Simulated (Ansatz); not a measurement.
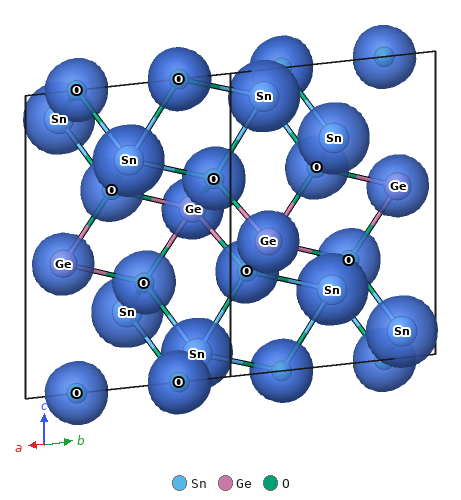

Figure 1: Sn$_{2}$GeO$_{3}$. Isosurface of the valence pseudo-density at 1 e/Å³ (blue), seen along [110]. Sticks mark near contacts.

Space group C2/m; a structure generated by program, which may or may not match a known phase.

All numbers below come from Ansatz 0.2.0, DFT PBE, scalar-relativistic, plane waves, PAW.

In a PAW calculation such maps are meaningful between the atoms, not at the nuclei.

> Which contacts does the surface bridge?

At this value the density breaks into separate islands; it holds about 70 % of the electrons treated as valence (semicore included). It bridges none of the near contacts. It is pinched off along the sampled Ge–O (2.09 Å) and Sn–O (2.24 Å) contacts. On the grid the lowest density along these lines, outside the cores, is 0.52 e/Å³ (Ge–O, 2.09 Å) and 0.46 e/Å³ (Sn–O, 2.24 Å).
